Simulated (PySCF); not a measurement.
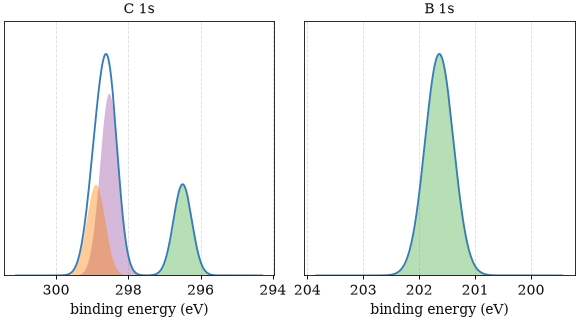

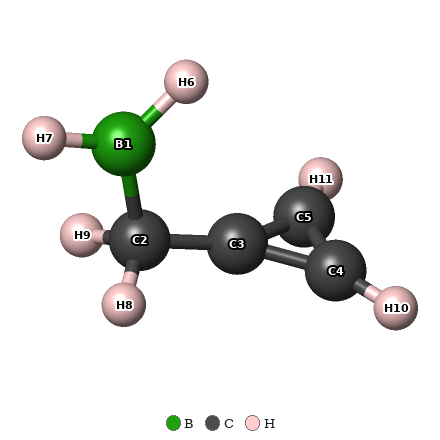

Simulated XPS of C₄H₆B⁺, SMILES BC[c+]1cc1. Vertical core-electron binding energies by ΔSCF (SCAN, pcX-2 on the ionised atom, pcseg-1 elsewhere, spin-free X2C; PySCF 2.14.0, at a PBE0-D3(BJ)/def2-SVP geometry (no frequency check)), gas phase, against the vacuum level. One atom of each kind was ionised; within a panel, areas follow the number of like atoms, each panel is scaled alone, Gaussians of 0.6 eV full width. Only the regions named are shown. Lines closer than the width merge in the curve.

Question: Which atoms give which peak?

Answer:
```
level   atoms  binding energy (eV)
 C 1s      C3                298.9
 C 1s  C4, C5                298.5
 C 1s      C2                296.5
 B 1s      B1                201.6
```

Question: How large is the chemical shift across the C 1s region?

Answer: 2.4 eV, from C2 at 296.5 eV to C3 at 298.9 eV.

Caveats: one conformer of a flexible molecule.
